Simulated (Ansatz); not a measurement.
Take BN (space group P6_3/mmc, No. 194; a = 2.500 Å, c = 6.412 Å; layered, stacked along the Cartesian z axis) as the base.

Structures relaxed with PBEsol-D3(BJ), PAW, 420 eV (Ansatz, a quantum-chemistry and plane-wave program; no SOC).

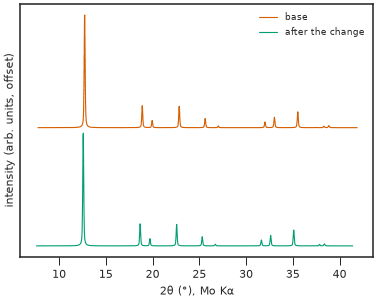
Figure: Simulated powder patterns before (top) and after one change

Question: What was done to the base?
A) isotropic strain +2.40 %
B) isotropic strain +3.00 %
C) isotropic strain +1.20 %

Answer: C, isotropic strain +1.20 %. Its volume per atom is 9.00 Å³ against 8.68 Å³, and its space group is P6_3/mmc (No. 194).

Stability against distortions was not tested.
